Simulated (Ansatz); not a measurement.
# BH3O3 + CH2O: molecular dynamics, part 1 of 2

Aim: follow the two partners and see whether they stay together, part or react. The start is relaxed first. Runs: 150 steps of 0.5 fs under a Nosé-Hoover thermostat at 1500 K; 150 steps of 0.5 fs at constant energy, with velocities drawn for 3000 K. SMILES of the start: C=O.OB(O)O.

Program: Ansatz 0.2.0. Level of theory: UKS r2SCAN-D4/6-31G. These are calculated values, not measurements.

**1. The starting structure**

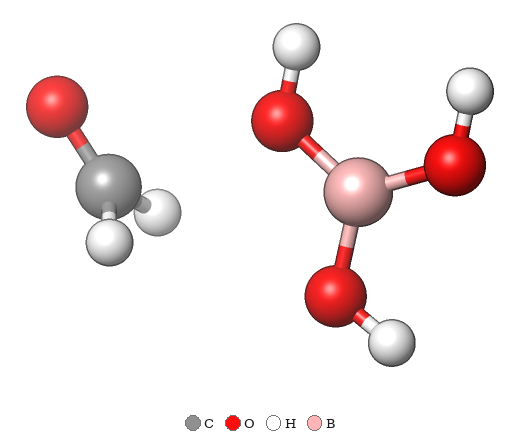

Start, viewed from a chosen angle; carbon grey, oxygen red, hydrogen white, boron pink.

As a file:

```xyz
11

C     0.0102    0.1325   -2.2682
O     1.0634    0.1239   -2.8354
H    -0.4602    1.0512   -1.8880
H    -0.5854   -0.7778   -2.1031
O     0.7447   -0.1878    0.1287
B    -0.1547   -0.0302    1.1353
O    -1.4188    0.2888    0.7791
O     0.1350   -0.1774    2.4638
H     1.6465   -0.4025    0.3610
H    -2.0124    0.3853    1.5237
H     1.0316   -0.4061    2.7030
```

**2. Relaxing the start**

Contents of input.yaml:

```yaml
crystal:
  periodic: [false, false, false]
  atoms:
    - { symbol: C, position_ang: [0.0102, 0.1325, -2.2682] }
    - { symbol: O, position_ang: [1.0634, 0.1239, -2.8354] }
    - { symbol: H, position_ang: [-0.4602, 1.0512, -1.888] }
    - { symbol: H, position_ang: [-0.5854, -0.7778, -2.1031] }
    - { symbol: O, position_ang: [0.7447, -0.1878, 0.1287] }
    - { symbol: B, position_ang: [-0.1547, -0.0302, 1.1353] }
    - { symbol: O, position_ang: [-1.4188, 0.2888, 0.7791] }
    - { symbol: O, position_ang: [0.135, -0.1774, 2.4638] }
    - { symbol: H, position_ang: [1.6465, -0.4025, 0.361] }
    - { symbol: H, position_ang: [-2.0124, 0.3853, 1.5237] }
    - { symbol: H, position_ang: [1.0316, -0.4061, 2.703] }
magnetization:
  spin_polarized: true
basis:
  gaussian: { orbitals: "6-31G" }
hamiltonian:
  xc: r2scan
  dispersion: d4
relax:
  f_tol: 0.02
  max_steps: 40
```

On the command line:

```
$ ansatz run input.yaml --threads 2 --pin off --max-ram 3072MiB --backend cpu --events-out ev --progress --plain --runs-dir out
```

Standard output:

```text
Warning: RAYON_NUM_THREADS=2 ignored (pool sized by the plan → 2); use --threads N
The last accepted step is kept in <dir> (removed where the run ends without a failure and the disk answers)
Engine: ansatz 0.2.0, aarch64-unknown-linux-gnu
Functional definition: r2SCAN
  parameter k0 = 0.174
  parameter k1 = 0.065
  parameter a1 = 4.9479
  exchange = r2scan_x(k0 = k0, k1 = k1, a1 = a1)
  correlation = r2scan_c
809 factors; integrals over basis functions are off by at most 1.9e-4 eV
mean field evaluation 1: about -9965.3648 eV, gradient 5.8e1 eV
mean field evaluation 2: about -9945.6568 eV, gradient 9.3e1 eV
mean field evaluation 4: about -9977.0203 eV, gradient 4.2e0 eV
mean field evaluation 8: about -9977.0732 eV, gradient 1.5e-1 eV
mean field -9977.07330032 eV, -366.6506810835 hartree, gradient 5.1e-5 eV, S^2 0.000000; 0 other end points of the search recorded, 0 dependent functions left out
the calculation of the forces begins
reference -9977.07330754 eV, -366.6506813490 hartree; 24, 24 occupied and 40, 40 virtual orbitals, 809 factors
relax step   1: F+E_penalty+E_count = -9977.11760193 eV  Δ(F+E_penalty+E_count) = +0.000e0 eV  max|allowed force component| = 2.961e0 eV/Å  Δτ_max = 0.0000 Å  (29 SCF iters, accepted)
these checks for a lower state are left out or cut short: starts, cluster_reference, orbital_swaps, neighbouring_geometries, increment
809 factors; integrals over basis functions are off by at most 1.9e-4 eV
mean field evaluation 16: about -9977.0141 eV, gradient 4.9e0 eV
mean field -9977.23396281 eV, -366.6565853214 hartree, gradient 6.3e-6 eV, S^2 0.000000; 0 other end points of the search recorded, 0 dependent functions left out
the calculation of the forces begins
reference -9977.23397021 eV, -366.6565855931 hartree; 24, 24 occupied and 40, 40 virtual orbitals, 809 factors
relax step   2: F+E_penalty+E_count = -9977.27720386 eV  Δ(F+E_penalty+E_count) = -1.596e-1 eV  max|allowed force component| = 3.453e-1 eV/Å  Δτ_max = 0.1933 Å  (32 SCF iters, accepted)
these checks for a lower state are left out or cut short: starts, cluster_reference, orbital_swaps, neighbouring_geometries, increment
809 factors; integrals over basis functions are off by at most 1.8e-4 eV
mean field -9976.62205941 eV, -366.6340982859 hartree, gradient 9.7e-6 eV, S^2 0.000000; 0 other end points of the search recorded, 0 dependent functions left out
the calculation of the forces begins
reference -9976.62206699 eV, -366.6340985645 hartree; 24, 24 occupied and 40, 40 virtual orbitals, 809 factors
relax step   3: F+E_penalty+E_count = -9976.66469264 eV  Δ(F+E_penalty+E_count) = +6.125e-1 eV  max|allowed force component| = 4.616e0 eV/Å  Δτ_max = 0.1935 Å  (39 SCF iters, rejected (line search))
these checks for a lower state are left out or cut short: starts, cluster_reference, orbital_swaps, neighbouring_geometries, increment
809 factors; integrals over basis functions are off by at most 1.8e-4 eV
mean field evaluation 32: about -9977.2593 eV, gradient 5.9e-2 eV
mean field -9977.24950731 eV, -366.6571565711 hartree, gradient 1.7e-5 eV, S^2 0.000000; 0 other end points of the search recorded, 0 dependent functions left out
the calculation of the forces begins
reference -9977.24951471 eV, -366.6571568430 hartree; 24, 24 occupied and 40, 40 virtual orbitals, 809 factors
relax step   4: F+E_penalty+E_count = -9977.29311946 eV  Δ(F+E_penalty+E_count) = -1.592e-2 eV  max|allowed force component| = 2.893e-1 eV/Å  Δτ_max = 0.0967 Å  (32 SCF iters, accepted)
these checks for a lower state are left out or cut short: starts, cluster_reference, orbital_swaps, neighbouring_geometries, increment
809 factors; integrals over basis functions are off by at most 1.8e-4 eV
mean field -9977.25501150 eV, -366.6573588463 hartree, gradient 1.4e-5 eV, S^2 0.000000; 0 other end points of the search recorded, 0 dependent functions left out
the calculation of the forces begins
reference -9977.25501891 eV, -366.6573591187 hartree; 24, 24 occupied and 40, 40 virtual orbitals, 809 factors
relax step   5: F+E_penalty+E_count = -9977.29866969 eV  Δ(F+E_penalty+E_count) = -5.550e-3 eV  max|allowed force component| = 1.825e-1 eV/Å  Δτ_max = 0.0570 Å  (32 SCF iters, accepted)
these checks for a lower state are left out or cut short: starts, cluster_reference, orbital_swaps, neighbouring_geometries, increment
809 factors; integrals over basis functions are off by at most 1.8e-4 eV
mean field -9977.25825445 eV, -366.6574780225 hartree, gradient 2.0e-5 eV, S^2 0.000000; 0 other end points of the search recorded, 0 dependent functions left out
the calculation of the forces begins
reference -9977.25826184 eV, -366.6574782942 hartree; 24, 24 occupied and 40, 40 virtual orbitals, 809 factors
relax step   6: F+E_penalty+E_count = -9977.30200597 eV  Δ(F+E_penalty+E_count) = -3.336e-3 eV  max|allowed force component| = 3.299e-2 eV/Å  Δτ_max = 0.0621 Å  (32 SCF iters, accepted)
these checks for a lower state are left out or cut short: starts, cluster_reference, orbital_swaps, neighbouring_geometries, increment
809 factors; integrals over basis functions are off by at most 1.9e-4 eV
mean field -9977.25621128 eV, -366.6574029375 hartree, gradient 1.8e-5 eV, S^2 0.000000; 0 other end points of the search recorded, 0 dependent functions left out
the calculation of the forces begins
reference -9977.25621868 eV, -366.6574032095 hartree; 24, 24 occupied and 40, 40 virtual orbitals, 809 factors
relax step   7: F+E_penalty+E_count = -9977.30017346 eV  Δ(F+E_penalty+E_count) = +1.833e-3 eV  max|allowed force component| = 3.033e-1 eV/Å  Δτ_max = 0.1321 Å  (32 SCF iters, rejected (line search))
these checks for a lower state are left out or cut short: starts, cluster_reference, orbital_swaps, neighbouring_geometries, increment
809 factors; integrals over basis functions are off by at most 1.8e-4 eV
mean field evaluation 64: about -9977.2590 eV, gradient 2.1e-5 eV
mean field -9977.25903267 eV, -366.6575066215 hartree, gradient 2.1e-5 eV, S^2 0.000000; 0 other end points of the search recorded, 0 dependent functions left out
the calculation of the forces begins
reference -9977.25904007 eV, -366.6575068937 hartree; 24, 24 occupied and 40, 40 virtual orbitals, 809 factors
relax step   8: F+E_penalty+E_count = -9977.30272110 eV  Δ(F+E_penalty+E_count) = -7.151e-4 eV  max|allowed force component| = 1.280e-1 eV/Å  Δτ_max = 0.0660 Å  (31 SCF iters, accepted)
these checks for a lower state are left out or cut short: starts, cluster_reference, orbital_swaps, neighbouring_geometries, increment
809 factors; integrals over basis functions are off by at most 1.9e-4 eV
mean field -9977.21816020 eV, -366.6560045860 hartree, gradient 1.9e-5 eV, S^2 0.000000; 0 other end points of the search recorded, 0 dependent functions left out
the calculation of the forces begins
reference -9977.21816761 eV, -366.6560048584 hartree; 24, 24 occupied and 40, 40 virtual orbitals, 809 factors
relax step   9: F+E_penalty+E_count = -9977.26178556 eV  Δ(F+E_penalty+E_count) = +4.094e-2 eV  max|allowed force component| = 9.913e-1 eV/Å  Δτ_max = 0.0993 Å  (32 SCF iters, rejected (line search))
these checks for a lower state are left out or cut short: starts, cluster_reference, orbital_swaps, neighbouring_geometries, increment
809 factors; integrals over basis functions are off by at most 1.8e-4 eV
mean field -9977.25986967 eV, -366.6575373806 hartree, gradient 7.2e-6 eV, S^2 0.000000; 0 other end points of the search recorded, 0 dependent functions left out
the calculation of the forces begins
reference -9977.25987708 eV, -366.6575376529 hartree; 24, 24 occupied and 40, 40 virtual orbitals, 809 factors
relax step  10: F+E_penalty+E_count = -9977.30359357 eV  Δ(F+E_penalty+E_count) = -8.725e-4 eV  max|allowed force component| = 1.538e-2 eV/Å  Δτ_max = 0.0309 Å  (32 SCF iters, accepted)
these checks for a lower state are left out or cut short: starts, cluster_reference, orbital_swaps, neighbouring_geometries, increment
809 factors; integrals over basis functions are off by at most 1.9e-4 eV
mean field -9977.25922793 eV, -366.6575137970 hartree, gradient 1.5e-5 eV, S^2 0.000000; 0 other end points of the search recorded, 0 dependent functions left out
the calculation of the forces begins
reference -9977.25923535 eV, -366.6575140697 hartree; 24, 24 occupied and 40, 40 virtual orbitals, 809 factors
relax step  11: F+E_penalty+E_count = -9977.30298304 eV  Δ(F+E_penalty+E_count) = +6.105e-4 eV  max|allowed force component| = 2.236e-1 eV/Å  Δτ_max = 0.0480 Å  (32 SCF iters, rejected (line search))
these checks for a lower state are left out or cut short: starts, cluster_reference, orbital_swaps, neighbouring_geometries, increment
809 factors; integrals over basis functions are off by at most 1.8e-4 eV
mean field -9977.25999768 eV, -366.6575420849 hartree, gradient 7.3e-6 eV, S^2 0.000000; 0 other end points of the search recorded, 0 dependent functions left out
the calculation of the forces begins
reference -9977.26000509 eV, -366.6575423573 hartree; 24, 24 occupied and 40, 40 virtual orbitals, 809 factors
relax step  12: F+E_penalty+E_count = -9977.30373202 eV  Δ(F+E_penalty+E_count) = -1.384e-4 eV  max|allowed force component| = 5.261e-2 eV/Å  Δτ_max = 0.0234 Å  (32 SCF iters, accepted)
these checks for a lower state are left out or cut short: starts, cluster_reference, orbital_swaps, neighbouring_geometries, increment
809 factors; integrals over basis functions are off by at most 1.9e-4 eV
mean field evaluation 96: about -9977.2596 eV, gradient 6.4e-2 eV
mean field -9977.25966673 eV, -366.6575299230 hartree, gradient 8.6e-6 eV, S^2 0.000000; 0 other end points of the search recorded, 0 dependent functions left out
the calculation of the forces begins
reference -9977.25967416 eV, -366.6575301959 hartree; 24, 24 occupied and 40, 40 virtual orbitals, 809 factors
relax step  13: F+E_penalty+E_count = -9977.30334547 eV  Δ(F+E_penalty+E_count) = +3.865e-4 eV  max|allowed force component| = 8.196e-2 eV/Å  Δτ_max = 0.0248 Å  (32 SCF iters, rejected (line search))
these checks for a lower state are left out or cut short: starts, cluster_reference, orbital_swaps, neighbouring_geometries, increment
809 factors; integrals over basis functions are off by at most 1.9e-4 eV
mean field -9977.26010903 eV, -366.6575461771 hartree, gradient 7.8e-6 eV, S^2 0.000000; 0 other end points of the search recorded, 0 dependent functions left out
the calculation of the forces begins
reference -9977.26011645 eV, -366.6575464497 hartree; 24, 24 occupied and 40, 40 virtual orbitals, 809 factors
relax step  14: F+E_penalty+E_count = -9977.30386987 eV  Δ(F+E_penalty+E_count) = -1.378e-4 eV  max|allowed force component| = 2.420e-2 eV/Å  Δτ_max = 0.0124 Å  (33 SCF iters, accepted)
these checks for a lower state are left out or cut short: starts, cluster_reference, orbital_swaps, neighbouring_geometries, increment
809 factors; integrals over basis functions are off by at most 1.9e-4 eV
mean field -9977.26019022 eV, -366.6575491608 hartree, gradient 2.5e-5 eV, S^2 0.000000; 0 other end points of the search recorded, 0 dependent functions left out
the calculation of the forces begins
reference -9977.26019764 eV, -366.6575494335 hartree; 24, 24 occupied and 40, 40 virtual orbitals, 809 factors
relax step  15: F+E_penalty+E_count = -9977.30393890 eV  Δ(F+E_penalty+E_count) = -6.903e-5 eV  max|allowed force component| = 1.182e-2 eV/Å  Δτ_max = 0.0125 Å  (27 SCF iters, accepted)
these checks for a lower state are left out or cut short: starts, cluster_reference, orbital_swaps, neighbouring_geometries, increment
809 factors; integrals over basis functions are off by at most 1.9e-4 eV
mean field -9977.26024182 eV, -366.6575510569 hartree, gradient 7.3e-6 eV, S^2 0.000000; 0 other end points of the search recorded, 0 dependent functions left out
the calculation of the forces begins
reference -9977.26024924 eV, -366.6575513298 hartree; 24, 24 occupied and 40, 40 virtual orbitals, 809 factors
relax step  16: F+E_penalty+E_count = -9977.30398208 eV  Δ(F+E_penalty+E_count) = -4.318e-5 eV  max|allowed force component| = 1.520e-2 eV/Å  Δτ_max = 0.0183 Å  (32 SCF iters, accepted)
809 factors; integrals over basis functions are off by at most 1.9e-4 eV
mean field evaluation 128: about -9977.2698 eV, gradient 5.7e-1 eV
mean field -9977.26024182 eV, -366.6575510569 hartree, gradient 7.3e-6 eV, S^2 0.000000; 1 other end points of the search recorded, 0 dependent functions left out
the calculation of the forces begins
reference -9977.26024924 eV, -366.6575513298 hartree; 24, 24 occupied and 40, 40 virtual orbitals, 809 factors
Total energy: -9977.30398951 eV, -366.6591587548 hartree
Atom 0 at    -0.083917     0.184679    -2.284257 Å, force     0.011909    -0.002759    -0.004254 eV/Å
Atom 1 at     0.780686     0.114034    -3.165530 Å, force    -0.011055     0.000323     0.007572 eV/Å
Atom 2 at    -0.331464     1.127701    -1.768471 Å, force    -0.001529    -0.003392    -0.002517 eV/Å
Atom 3 at    -0.672047    -0.688858    -1.956342 Å, force     0.001081     0.005538    -0.001517 eV/Å
Atom 4 at     0.924334    -0.268818     0.205191 Å, force     0.015196    -0.000919     0.000658 eV/Å
Atom 5 at    -0.076758    -0.077360     1.141288 Å, force    -0.009602     0.002752    -0.006618 eV/Å
Atom 6 at    -1.325380     0.199529     0.627060 Å, force     0.001135    -0.000317    -0.001927 eV/Å
Atom 7 at     0.060041    -0.136517     2.525935 Å, force     0.005955    -0.001481     0.001951 eV/Å
Atom 8 at     1.840858    -0.458431     0.454098 Å, force    -0.001860    -0.000838    -0.000989 eV/Å
Atom 9 at    -2.032327     0.332561     1.280571 Å, force    -0.008825     0.001142     0.006788 eV/Å
Atom 10 at     0.915873    -0.328619     2.940357 Å, force    -0.002406    -0.000048     0.000851 eV/Å
Dipole moment:     0.128720    -0.100019     1.115549 e Å
```

Run time: 1.9 min. Hardware: 2 threads of Arm Neoverse N1, shared host; peak memory 0.22 GiB.

Step by step:

```csv
step,energy from step 1 (eV),largest force component (eV/Å)
1,0.0000,2.9607
2,-0.1596,0.3453
3x,0.4529,4.6164
4,-0.1755,0.2893
5,-0.1811,0.1825
6,-0.1844,0.0330
7x,-0.1826,0.3033
8,-0.1851,0.1280
9x,-0.1442,0.9913
10,-0.1860,0.0154
11x,-0.1854,0.2236
12,-0.1861,0.0526
13x,-0.1857,0.0820
14,-0.1863,0.0242
15,-0.1863,0.0118
16,-0.1864,0.0152
```

Step 1 is the start. 5 steps were tried and not accepted (3, 7, 9, 11, 13; marked x where the table lists them).

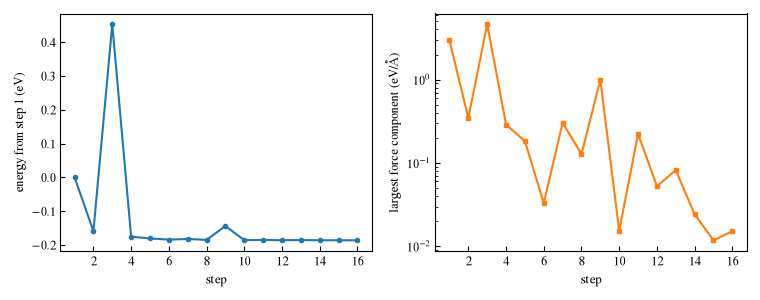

How energy and force went from step to step.

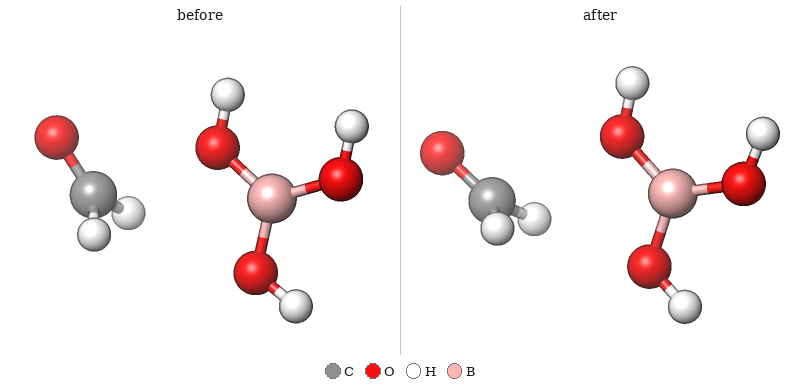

Before and after, at one scale.

After: Bond lengths: C1–O2 1.237 Å, C1–H3 1.103 Å, C1–H4 1.103 Å, O5–B6 1.384 Å, B6–O7 1.378 Å, B6–O8 1.393 Å, O5–H9 0.968 Å, O7–H10 0.972 Å, O8–H11 0.970 Å. Angles: O2–C1–H3 122.6°, O2–C1–H4 122.6°, H3–C1–H4 114.7°, O5–B6–O7 115.5°, O5–B6–O8 126.6°, O7–B6–O8 117.9°, B6–O5–H9 122.5°, B6–O7–H10 115.8°, B6–O8–H11 121.3°.

**3. Run 1**

150 steps of 0.5 fs under a Nosé-Hoover thermostat at 1500 K, from the relaxed start.

Contents of input.yaml:

```yaml
crystal:
  periodic: [false, false, false]
  atoms:
    - { symbol: C, position_ang: [-0.083917, 0.184679, -2.284257] }
    - { symbol: O, position_ang: [0.780686, 0.114034, -3.16553] }
    - { symbol: H, position_ang: [-0.331464, 1.127701, -1.768471] }
    - { symbol: H, position_ang: [-0.672047, -0.688858, -1.956342] }
    - { symbol: O, position_ang: [0.924334, -0.268818, 0.205191] }
    - { symbol: B, position_ang: [-0.076758, -0.07736, 1.141288] }
    - { symbol: O, position_ang: [-1.32538, 0.199529, 0.62706] }
    - { symbol: O, position_ang: [0.060041, -0.136517, 2.525935] }
    - { symbol: H, position_ang: [1.840858, -0.458431, 0.454098] }
    - { symbol: H, position_ang: [-2.032327, 0.332561, 1.280571] }
    - { symbol: H, position_ang: [0.915873, -0.328619, 2.940357] }
magnetization:
  spin_polarized: true
basis:
  gaussian: { orbitals: "6-31G" }
hamiltonian:
  xc: r2scan
  dispersion: d4
md:
  timestep: 0.5
  n_steps: 150
  ensemble: nvt_nose_hoover
  temperature: 1500.0
  initial_velocities: maxwell_boltzmann
  seed: 136223
  nose_hoover: { tau: 100.0, chain_length: 3 }
```

On the command line:

```
$ ansatz run input.yaml --threads 2 --pin off --max-ram 3072MiB --backend cpu --events-out ev --progress --plain --runs-dir out
```

Standard output, cut to the lines that bear on the results:

```text
Warning: RAYON_NUM_THREADS=2 ignored (pool sized by the plan → 2); use --threads N
[...]
[... 1 set-up line as earlier in the session ...]
[...]
810 factors; integrals over basis functions are off by at most 1.9e-4 eV
[...]
mean field -9977.26025309 eV, -366.6575514712 hartree, gradient 9.5e-6 eV, S^2 0.000000; 0 other end points of the search recorded, 0 dependent functions left out
[...]
reference -9977.26026053 eV, -366.6575517447 hartree; 24, 24 occupied and 40, 40 virtual orbitals, 810 factors
md step     0: t =     0.00 fs  T =  1500.0 K  F+E_penalty+E_count = -9977.30399335 eV  E_kin = 1.745010 eV  conserved = -9975.55898337 eV  (30 SCF iters)
[...]
md step    18: t =     9.00 fs  T =   798.4 K  F+E_penalty+E_count = -9976.48364893 eV  E_kin = 0.928838 eV  conserved = -9975.55662798 eV  (31 SCF iters, 3 dispersion substeps)
[...]
md step    36: t =    18.00 fs  T =   941.2 K  F+E_penalty+E_count = -9976.64071715 eV  E_kin = 1.094937 eV  conserved = -9975.55680381 eV  (34 SCF iters, 3 dispersion substeps)
[...]
md step    54: t =    27.00 fs  T =   989.1 K  F+E_penalty+E_count = -9976.67993874 eV  E_kin = 1.150608 eV  conserved = -9975.55773441 eV  (33 SCF iters, 3 dispersion substeps)
[...]
md step    72: t =    36.00 fs  T =  1055.4 K  F+E_penalty+E_count = -9976.73399662 eV  E_kin = 1.227838 eV  conserved = -9975.55776234 eV  (33 SCF iters, 3 dispersion substeps)
md step    73: t =    36.50 fs  T =  1041.3 K  F+E_penalty+E_count = -9976.71413965 eV  E_kin = 1.211346 eV  conserved = -9975.55630105 eV  (34 SCF iters, 3 dispersion substeps)
md step    74: t =    37.00 fs  T =  1007.6 K  F+E_penalty+E_count = -9976.67002003 eV  E_kin = 1.172193 eV  conserved = -9975.55321556 eV  (34 SCF iters, 3 dispersion substeps)
```

**4. More of the same log: dynamics from the start**

The log, continued, cut to the lines that bear on the results:

```text
md step    75: t =    37.50 fs  T =   994.0 K  F+E_penalty+E_count = -9976.64959963 eV  E_kin = 1.156356 eV  conserved = -9975.55049233 eV  (34 SCF iters, 3 dispersion substeps)
[...]
md step    94: t =    47.00 fs  T =   597.6 K  F+E_penalty+E_count = -9976.15446108 eV  E_kin = 0.695196 eV  conserved = -9975.55180493 eV  (34 SCF iters, 3 dispersion substeps)
[...]
md step   113: t =    56.50 fs  T =   787.8 K  F+E_penalty+E_count = -9976.33917139 eV  E_kin = 0.916493 eV  conserved = -9975.55359392 eV  (34 SCF iters, 3 dispersion substeps)
[...]
md step   132: t =    66.00 fs  T =  1025.5 K  F+E_penalty+E_count = -9976.56425877 eV  E_kin = 1.192984 eV  conserved = -9975.55610097 eV  (34 SCF iters, 3 dispersion substeps)
[...]
Atom 1 at     0.642325    -0.060220    -2.841457 Å, force    -0.741353     1.816732    -1.567784 eV/Å
Atom 2 at    -0.243165     1.551060    -4.005625 Å, force     0.741539    -0.669007     0.072142 eV/Å
Atom 3 at    -0.922704     1.024484    -2.393539 Å, force    -1.475891     0.615087     1.049949 eV/Å
Atom 4 at     1.013581    -0.553087     0.472598 Å, force    -0.692323    -0.374555    -1.176508 eV/Å
Atom 5 at    -0.024726    -0.155144     1.242776 Å, force     1.434835    -0.673551     0.079609 eV/Å
Atom 6 at    -1.227140    -0.224236     0.723491 Å, force    -2.448123     0.025381    -2.383451 eV/Å
Atom 7 at     0.051506     0.165535     2.554594 Å, force     0.971223     0.213716     2.630419 eV/Å
Atom 8 at     1.941943    -0.520337     0.593369 Å, force     1.326794     0.198686     0.410365 eV/Å
Atom 9 at    -2.038097    -0.027290     1.186532 Å, force    -0.251126     0.126267     0.532378 eV/Å
Atom 10 at     0.837309    -0.171189     3.041104 Å, force    -0.384956     0.524397    -0.106392 eV/Å
Dipole moment:     0.067442     0.368348     0.396731 e Å
```

Wall time 17 min (2 threads of Arm Neoverse N1, shared host); peak memory 0.2 GiB.

(Continued in part 2 of 2.)
